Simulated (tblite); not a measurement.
**Geometry relaxation, with input and output: Ge$_{25}$H$_{38}$ (part 1 of 2)**

System: Ge$_{25}$H$_{38}$.
Method: GFN2-xTB geometry optimisation, gas phase (tblite 0.8.0).

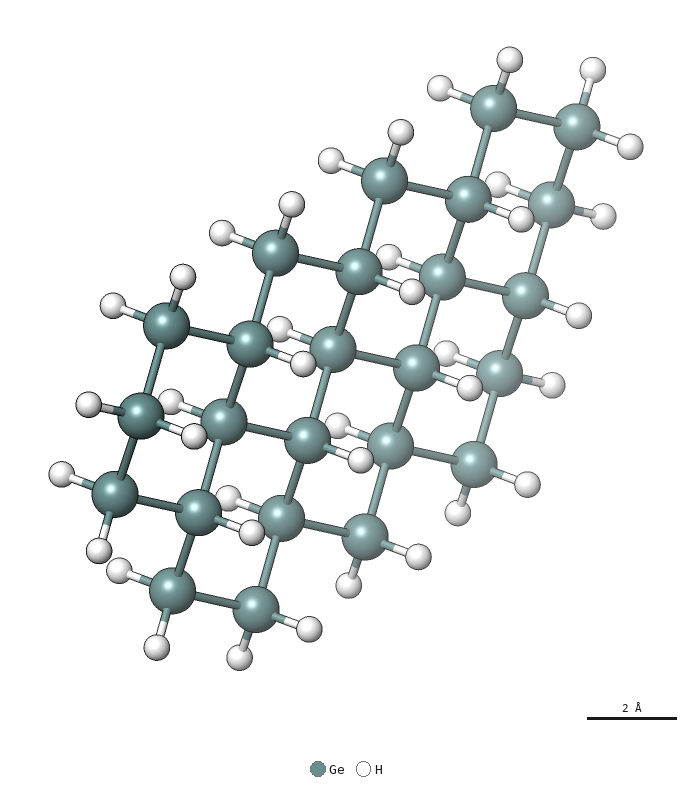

Fig. 1: The starting structure (ball-and-stick view, seen at a tilt). Sticks mark near contacts.

Results in brief

```json
{"quantity": "outcome", "value": "converged"}
{"quantity": "total energy", "value": "−1847.4485 eV"}
{"quantity": "HOMO", "value": "−9.93 eV"}
{"quantity": "LUMO", "value": "−7.75 eV"}
{"quantity": "point group", "value": "Cs"}
{"quantity": "dipole moment", "value": "0.23 D"}
{"quantity": "hardware", "value": "4 CPU threads, shared host"}
{"quantity": "wall time", "value": "28 s (CPU time 38 s)"}
{"quantity": "peak memory", "value": "0.13 GiB"}
```

Input
```
{"job": {"kind": "relax", "xc": "GFN2-xTB", "basis": "xTB"}, "charge": 0, "multiplicity": 1}
Ge    -2.000600     3.214500    -0.369700
Ge    -4.014100     4.376700     0.425000
Ge    -6.011200     3.214000    -0.367100
Ge    -6.017100     0.905000     0.425700
Ge    -4.011900    -0.258500    -0.364700
Ge    -2.008800     0.900100     0.429300
Ge     6.016500     3.218000    -0.371400
Ge     4.014300     4.376800     0.433400
Ge     2.008200     3.214200    -0.368500
Ge     2.002700     0.899800     0.433500
Ge     4.008800    -0.258500    -0.370200
Ge     6.013900     0.898600     0.431900
Ge    -8.025200    -0.256600    -0.363100
Ge    -8.019600    -2.573600     0.429200
Ge    -6.018600    -3.725800    -0.367900
Ge    -4.012800    -2.572400     0.438200
Ge     0.000400     4.376000     0.432800
Ge    -0.001100    -0.260700    -0.369100
Ge    -0.000600    -2.571200     0.434400
Ge     2.008300    -3.730000    -0.365400
Ge     4.008600    -2.569200     0.433400
Ge     8.020900    -0.255800    -0.368300
Ge     6.019800    -3.726300    -0.361500
Ge     8.017600    -2.577300     0.430400
Ge    -2.005000    -3.728300    -0.367200
H     -2.011600     3.215400    -1.895600
H     -4.010200     4.376400     1.961200
H     -4.011500     5.818300    -0.073700
H     -6.015800     3.216700    -1.900100
H     -7.265500     3.938500     0.142100
H     -6.012800     0.901200     1.960800
H     -4.012800    -0.256000    -1.897900
H     -2.006500     0.900700     1.960000
H      6.018500     3.215000    -1.894400
H      7.267800     3.939900     0.135400
H      4.011400     4.376300     1.959000
H      4.010100     5.817800    -0.079000
H      2.006400     3.218800    -1.900700
H      2.006600     0.896700     1.961800
H      4.006100    -0.253900    -1.896900
H      6.016300     0.898300     1.965700
H     -8.015900    -0.262900    -1.894400
H     -9.267200     0.465500     0.135100
H     -8.019200    -2.573500     1.960100
H     -9.275800    -3.293100    -0.072500
H     -6.018300    -3.729300    -1.901500
H     -6.014000    -5.174400     0.138100
H     -4.011200    -2.570400     1.964200
H      0.001600     4.374500     1.962100
H      0.001900     5.818400    -0.072900
H     -0.000900    -0.264600    -1.895000
H      0.006600    -2.571700     1.961600
H      2.005100    -3.731300    -1.898000
H      2.002100    -5.176100     0.135700
H      4.011600    -2.573900     1.963400
H      8.021300    -0.254300    -1.897500
H      9.278700     0.458800     0.136800
H      6.019100    -3.723300    -1.898800
H      6.016500    -5.175200     0.142700
H      8.020900    -2.571000     1.960900
H      9.268300    -3.293900    -0.073400
H     -2.001600    -3.731200    -1.900000
H     -2.003800    -5.173800     0.139500
```

The first line tells a small driver script what to run in tblite; the rest is the geometry in Å.

Command:
```bash
OMP_NUM_THREADS=4 python <driver script> task.json out
```

What the program printed
```
step      E/eV     max force
  0   -1846.22264    0.951
  1   -1846.45778    0.674
  2   -1846.85355    0.410
  3   -1846.93491    0.413
  4   -1847.13963    0.344
  5   -1847.17840    0.244
  6   -1847.19556    0.151
  7   -1847.20686    0.130
  8   -1847.22089    0.174
  9   -1847.23135    0.152
 10   -1847.24058    0.134
 11   -1847.24949    0.139
 12   -1847.26036    0.178
 13   -1847.27340    0.233
 14   -1847.28921    0.233
 15   -1847.30533    0.191
 16   -1847.31734    0.113
 17   -1847.32503    0.110
 18   -1847.33193    0.119
 19   -1847.34062    0.133
 20   -1847.35062    0.134
 21   -1847.35885    0.124
 22   -1847.36432    0.086
 23   -1847.36889    0.088
 24   -1847.37448    0.120
 25   -1847.38112    0.137
 26   -1847.38720    0.133
 27   -1847.39225    0.116
 28   -1847.39727    0.109
 29   -1847.40290    0.124
 30   -1847.40881    0.144
 31   -1847.41405    0.119
 32   -1847.41817    0.114
 33   -1847.42215    0.082
 34   -1847.42490    0.079
 35   -1847.42719    0.064
 36   -1847.42877    0.072
 37   -1847.43001    0.077
 38   -1847.43102    0.061
 39   -1847.43171    0.033
 40   -1847.43238    0.037
 41   -1847.43312    0.043
 42   -1847.43400    0.071
 43   -1847.43501    0.081
 44   -1847.43606    0.066
 45   -1847.43696    0.042
 46   -1847.43758    0.030
 47   -1847.43799    0.025
 48   -1847.43841    0.039
 49   -1847.43907    0.051
 50   -1847.44011    0.073
 51   -1847.44142    0.076
 52   -1847.44260    0.054
 53   -1847.44339    0.043
 54   -1847.44391    0.042
 55   -1847.44432    0.033
 56   -1847.44469    0.028
 57   -1847.44507    0.028
 58   -1847.44559    0.042
 59   -1847.44635    0.061
 60   -1847.44725    0.063
 61   -1847.44798    0.041
 62   -1847.44835    0.026
 63   -1847.44852    0.018
```

Trajectory as extended XYZ (Å, eV, eV/Å), 8 of the 24 frames kept, from step=0 to step=63
```
63
Properties=species:S:1:pos:R:3:forces:R:3 step=0 energy=-1846.22264
Ge   -2.0006    3.2145   -0.3697   -0.1010   0.4350   0.8400
Ge   -4.0141    4.3767    0.4250   -0.1020  -0.5260  -0.4820
Ge   -6.0112    3.2140   -0.3671    0.3980   0.0210   0.5340
Ge   -6.0171    0.9050    0.4257   -0.3310   0.1310  -0.6700
Ge   -4.0119   -0.2585   -0.3647   -0.0510  -0.0160   0.7690
Ge   -2.0088    0.9001    0.4293    0.0420   0.0320  -0.8090
Ge    6.0165    3.2180   -0.3714   -0.4780  -0.0770   0.6870
Ge    4.0143    4.3768    0.4334    0.1760  -0.4900  -0.6570
Ge    2.0082    3.2142   -0.3685    0.0180   0.4390   0.7830
Ge    2.0027    0.8998    0.4335    0.0120   0.0190  -0.8580
Ge    4.0088   -0.2585   -0.3702    0.0010   0.0150   0.8640
Ge    6.0139    0.8986    0.4319    0.3450   0.2430  -0.7300
Ge   -8.0252   -0.2566   -0.3631    0.4190  -0.4600   0.5080
Ge   -8.0196   -2.5736    0.4292    0.2740   0.2150  -0.5050
Ge   -6.0186   -3.7258   -0.3679   -0.1700   0.4090   0.5440
Ge   -4.0128   -2.5724    0.4382   -0.0120  -0.4000  -0.8430
Ge    0.0004    4.3760    0.4328    0.0420  -0.5440  -0.6440
Ge   -0.0011   -0.2607   -0.3691   -0.0190  -0.0120   0.8880
Ge   -0.0006   -2.5712    0.4344    0.0330  -0.4330  -0.8230
Ge    2.0083   -3.7300   -0.3654   -0.0490   0.5070   0.5950
Ge    4.0086   -2.5692    0.4334    0.0710  -0.4340  -0.7650
Ge    8.0209   -0.2558   -0.3683   -0.2850  -0.4550   0.6000
Ge    6.0198   -3.7263   -0.3615    0.1190   0.4100   0.4850
Ge    8.0176   -2.5773    0.4304   -0.2920   0.3040  -0.4960
Ge   -2.0050   -3.7283   -0.3672   -0.0170   0.4970   0.6210
H    -2.0116    3.2154   -1.8956    0.0200  -0.0490  -0.0410
H    -4.0102    4.3764    1.9612    0.0120   0.2090  -0.2720
H    -4.0115    5.8183   -0.0737    0.0090   0.0340   0.2790
H    -6.0158    3.2167   -1.9001   -0.1910   0.0830   0.2340
H    -7.2655    3.9385    0.1421    0.0420  -0.0560  -0.3210
H    -6.0128    0.9012    1.9608    0.0380  -0.0140  -0.0600
H    -4.0128   -0.2560   -1.8979    0.0140  -0.0050   0.0260
H    -2.0065    0.9007    1.9600    0.0020  -0.0070  -0.0160
H     6.0185    3.2150   -1.8944    0.1900   0.0920   0.1250
H     7.2678    3.9399    0.1354   -0.0080  -0.0360  -0.3090
H     4.0114    4.3763    1.9590   -0.0160   0.2170  -0.1590
H     4.0101    5.8178   -0.0790   -0.0160  -0.0080   0.3100
H     2.0064    3.2188   -1.9007   -0.0010  -0.0550   0.0330
H     2.0066    0.8967    1.9618   -0.0040  -0.0030   0.0100
H     4.0061   -0.2539   -1.8969   -0.0020  -0.0050  -0.0430
H     6.0163    0.8983    1.9657   -0.0440  -0.0240  -0.0500
H    -8.0159   -0.2629   -1.8944   -0.1840   0.1340   0.2130
H    -9.2672    0.4655    0.1351   -0.0580   0.0310  -0.2710
H    -8.0192   -2.5735    1.9601   -0.1780  -0.1070  -0.2160
H    -9.2758   -3.2931   -0.0725    0.0380   0.0190   0.3050
H    -6.0183   -3.7293   -1.9015    0.0270  -0.2080   0.2390
H    -6.0140   -5.1744    0.1381   -0.0040   0.0770  -0.3140
H    -4.0112   -2.5704    1.9642    0.0020   0.0440   0.0350
H     0.0016    4.3745    1.9621   -0.0070   0.2110  -0.1950
H     0.0019    5.8184   -0.0729   -0.0050   0.0050   0.2990
H    -0.0009   -0.2646   -1.8950    0.0050   0.0080  -0.0410
H     0.0066   -2.5717    1.9616   -0.0090   0.0510   0.0160
H     2.0051   -3.7313   -1.8980    0.0060  -0.2070   0.2260
H     2.0021   -5.1761    0.1357    0.0120   0.0190  -0.3000
H     4.0116   -2.5739    1.9634   -0.0110   0.0570  -0.0110
H     8.0213   -0.2543   -1.8975    0.1730   0.1270   0.1860
H     9.2787    0.4588    0.1368   -0.0590  -0.0180  -0.3060
H     6.0191   -3.7233   -1.8988   -0.0190  -0.2180   0.2760
H     6.0165   -5.1752    0.1427   -0.0010   0.0730  -0.3170
H     8.0209   -2.5710    1.9609    0.1790  -0.1120  -0.2200
H     9.2683   -3.2939   -0.0734    0.0120  -0.0120   0.2910
H    -2.0016   -3.7312   -1.9000   -0.0040  -0.2070   0.2310
H    -2.0038   -5.1738    0.1395   -0.0030   0.0260  -0.3100
63
Properties=species:S:1:pos:R:3:forces:R:3 step=3 energy=-1846.93491
Ge   -2.0097    3.2467   -0.3134   -0.0210  -0.0680  -0.2010
Ge   -4.0211    4.3441    0.3915    0.0210   0.2400   0.0960
Ge   -5.9853    3.2150   -0.3306   -0.1630  -0.0240  -0.1110
Ge   -6.0424    0.9162    0.3791    0.0340   0.0110   0.1170
Ge   -4.0190   -0.2617   -0.3083   -0.0870  -0.0520  -0.0430
Ge   -2.0063    0.9072    0.3714   -0.0330   0.1240   0.0770
Ge    5.9862    3.2126   -0.3261    0.2170   0.0160  -0.1850
Ge    4.0256    4.3455    0.3895   -0.0720   0.2110   0.1680
Ge    2.0116    3.2466   -0.3154    0.0560  -0.0740  -0.1760
Ge    2.0033    0.9065    0.3725    0.0030   0.1370   0.0900
Ge    4.0133   -0.2598   -0.3079    0.1270  -0.0650  -0.0670
Ge    6.0410    0.9169    0.3813   -0.0120  -0.0470   0.1300
Ge   -7.9989   -0.2883   -0.3270   -0.1750   0.1330  -0.0850
Ge   -8.0026   -2.5603    0.3961   -0.1350  -0.1060   0.1460
Ge   -6.0328   -3.6983   -0.3301   -0.0190  -0.1330  -0.1010
Ge   -4.0158   -2.6021    0.3813   -0.0700   0.0720   0.1840
Ge    0.0031    4.3400    0.3876   -0.0220   0.1920   0.1060
Ge   -0.0023   -0.2666   -0.3067    0.0110  -0.1310  -0.1110
Ge    0.0015   -2.6025    0.3798   -0.0180   0.0950   0.2130
Ge    2.0055   -3.6968   -0.3238    0.0440  -0.1860  -0.1030
Ge    4.0156   -2.6017    0.3814    0.0420   0.0720   0.1610
Ge    8.0025   -0.2875   -0.3273    0.1080   0.1360  -0.1310
Ge    6.0304   -3.6987   -0.3274    0.0450  -0.1290  -0.0790
Ge    7.9999   -2.5579    0.3973    0.1480  -0.1390   0.1320
Ge   -2.0064   -3.6955   -0.3236   -0.0080  -0.1800  -0.1050
H    -2.0098    3.2117   -1.8841    0.0020   0.0110   0.3930
H    -4.0095    4.3954    1.9295   -0.0080   0.0920  -0.2870
H    -4.0114    5.8154   -0.0461   -0.0230  -0.1250   0.1700
H    -6.0333    3.2250   -1.8703   -0.0850   0.0600   0.3120
H    -7.2597    3.9334    0.1118    0.0560  -0.0060  -0.1620
H    -6.0100    0.9000    1.9440   -0.0110   0.0020  -0.3400
H    -4.0115   -0.2563   -1.8828    0.0000  -0.0020   0.3780
H    -2.0064    0.8998    1.9450    0.0010  -0.0050  -0.3880
H     6.0355    3.2237   -1.8709    0.0730   0.0520   0.3610
H     7.2641    3.9359    0.1064   -0.0750  -0.0210  -0.1550
H     4.0104    4.3961    1.9334    0.0080   0.0930  -0.3500
H     4.0097    5.8133   -0.0495    0.0300  -0.0910   0.1650
H     2.0063    3.2146   -1.8843    0.0010   0.0060   0.3780
H     2.0062    0.8962    1.9480   -0.0010   0.0010  -0.4040
H     4.0058   -0.2543   -1.8857    0.0030  -0.0020   0.4050
H     6.0129    0.8965    1.9489    0.0060   0.0080  -0.3600
H    -8.0329   -0.2511   -1.8670   -0.0870   0.0420   0.3020
H    -9.2666    0.4637    0.1080    0.1180  -0.1180  -0.1780
H    -8.0358   -2.5834    1.9323   -0.0900  -0.0510  -0.2840
H    -9.2701   -3.2900   -0.0438    0.0570   0.0350   0.1510
H    -6.0162   -3.7485   -1.8714   -0.0040  -0.0950   0.3190
H    -6.0153   -5.1644    0.1084   -0.0410   0.0940  -0.1610
H    -4.0110   -2.5672    1.9520   -0.0030  -0.0120  -0.3970
H     0.0011    4.3937    1.9341    0.0020   0.0890  -0.3570
H     0.0015    5.8144   -0.0438    0.0000  -0.1050   0.1750
H    -0.0005   -0.2635   -1.8831    0.0000   0.0100   0.4120
H     0.0057   -2.5680    1.9483   -0.0050  -0.0120  -0.3830
H     2.0055   -3.7501   -1.8682   -0.0010  -0.0900   0.3390
H     2.0033   -5.1704    0.1068    0.0050   0.0990  -0.1710
H     4.0108   -2.5695    1.9489    0.0020  -0.0080  -0.3690
H     8.0373   -0.2434   -1.8705    0.0850   0.0300   0.3400
H     9.2706    0.4544    0.1077   -0.0800  -0.0850  -0.1590
H     6.0176   -3.7436   -1.8666    0.0000  -0.1060   0.2960
H     6.0174   -5.1652    0.1124    0.0360   0.1040  -0.1690
H     8.0375   -2.5811    1.9331    0.0890  -0.0470  -0.2810
H     9.2659   -3.2927   -0.0454   -0.0730   0.0480   0.1590
H    -2.0021   -3.7501   -1.8693   -0.0050  -0.0900   0.3520
H    -2.0042   -5.1678    0.1098   -0.0060   0.0910  -0.1730
63
Properties=species:S:1:pos:R:3:forces:R:3 step=7 energy=-1847.20686
Ge   -2.0147    3.2519   -0.3073   -0.0020   0.0000   0.1080
Ge   -4.0246    4.3538    0.3809   -0.0110  -0.0040  -0.0340
Ge   -5.9914    3.2129   -0.3195   -0.0260   0.0100   0.0410
Ge   -6.0476    0.9181    0.3671    0.0050  -0.0270  -0.0830
Ge   -4.0306   -0.2664   -0.2846    0.0260   0.0250   0.0930
Ge   -2.0107    0.9197    0.3499   -0.0060  -0.0500  -0.1040
Ge    5.9950    3.2122   -0.3190    0.0090   0.0010   0.0640
Ge    4.0267    4.3534    0.3817    0.0260   0.0030  -0.0600
Ge    2.0175    3.2512   -0.3071   -0.0090   0.0020   0.1040
Ge    2.0067    0.9197    0.3513    0.0220  -0.0600  -0.1080
Ge    4.0283   -0.2655   -0.2849   -0.0320   0.0270   0.0970
Ge    6.0486    0.9159    0.3691   -0.0170  -0.0070  -0.0930
Ge   -8.0049   -0.2876   -0.3155    0.0060  -0.0070   0.0370
Ge   -8.0099   -2.5640    0.3905   -0.0350   0.0050  -0.0260
Ge   -6.0416   -3.7003   -0.3186   -0.0060  -0.0140   0.0450
Ge   -4.0262   -2.6034    0.3724   -0.0070   0.0170  -0.1060
Ge    0.0017    4.3445    0.3732    0.0020  -0.0030  -0.0650
Ge   -0.0017   -0.2785   -0.2878   -0.0010   0.0640   0.1130
Ge    0.0008   -2.6046    0.3752    0.0040  -0.0070  -0.1050
Ge    2.0109   -3.7015   -0.3105    0.0120   0.0100   0.0610
Ge    4.0246   -2.6034    0.3719    0.0150   0.0220  -0.0960
Ge    8.0053   -0.2871   -0.3174    0.0170  -0.0100   0.0510
Ge    6.0410   -3.7000   -0.3153    0.0000  -0.0140   0.0330
Ge    8.0085   -2.5630    0.3908    0.0340   0.0100  -0.0230
Ge   -2.0102   -3.6999   -0.3094   -0.0230   0.0080   0.0670
H    -2.0092    3.2127   -1.8327   -0.0050   0.0150  -0.0540
H    -4.0105    4.4180    1.8891   -0.0060   0.0420   0.0610
H    -4.0156    5.8104   -0.0137   -0.0250   0.1240   0.0050
H    -6.0539    3.2376   -1.8277   -0.0360   0.0250  -0.0600
H    -7.2576    3.9356    0.0781   -0.0830   0.0620  -0.0150
H    -6.0116    0.9007    1.8957   -0.0210   0.0100   0.0250
H    -4.0126   -0.2577   -1.8240   -0.0220  -0.0130   0.0440
H    -2.0064    0.9005    1.8869   -0.0040   0.0220  -0.0280
H     6.0546    3.2355   -1.8260    0.0360   0.0250  -0.0790
H     7.2610    3.9370    0.0743    0.0870   0.0630  -0.0110
H     4.0111    4.4192    1.8885    0.0050   0.0440   0.0780
H     4.0146    5.8101   -0.0162    0.0260   0.1130   0.0100
H     2.0071    3.2144   -1.8329    0.0100   0.0110  -0.0490
H     2.0059    0.8983    1.8882    0.0010   0.0260  -0.0270
H     4.0080   -0.2557   -1.8245    0.0280  -0.0130   0.0470
H     6.0138    0.8977    1.8977    0.0210   0.0100   0.0250
H    -8.0536   -0.2403   -1.8244   -0.0390   0.0070  -0.0580
H    -9.2614    0.4509    0.0746   -0.1200   0.0260   0.0000
H    -8.0570   -2.5958    1.8967   -0.0440  -0.0260   0.0770
H    -9.2694   -3.2894   -0.0127   -0.0980  -0.0540   0.0110
H    -6.0166   -3.7706   -1.8266   -0.0130  -0.0320  -0.0620
H    -6.0232   -5.1574    0.0759   -0.0360  -0.1020  -0.0010
H    -4.0121   -2.5685    1.8992   -0.0130  -0.0140   0.0420
H     0.0011    4.4154    1.8836   -0.0010   0.0340   0.0510
H     0.0013    5.8086   -0.0090   -0.0010   0.1080   0.0110
H    -0.0004   -0.2633   -1.8233    0.0010  -0.0180   0.0170
H     0.0045   -2.5687    1.8992   -0.0040  -0.0090   0.0650
H     2.0057   -3.7720   -1.8203    0.0010  -0.0350  -0.0550
H     2.0049   -5.1649    0.0728    0.0110  -0.1060  -0.0080
H     4.0114   -2.5697    1.8990    0.0100  -0.0120   0.0390
H     8.0572   -0.2346   -1.8251    0.0360   0.0020  -0.0680
H     9.2660    0.4447    0.0757    0.1050   0.0260   0.0000
H     6.0177   -3.7679   -1.8237    0.0130  -0.0360  -0.0580
H     6.0245   -5.1571    0.0786    0.0350  -0.1030  -0.0030
H     8.0587   -2.5930    1.8969    0.0440  -0.0250   0.0750
H     9.2650   -3.2913   -0.0138    0.1080  -0.0560   0.0090
H    -2.0029   -3.7719   -1.8192   -0.0020  -0.0340  -0.0540
H    -2.0056   -5.1631    0.0752   -0.0090  -0.1060  -0.0090
```
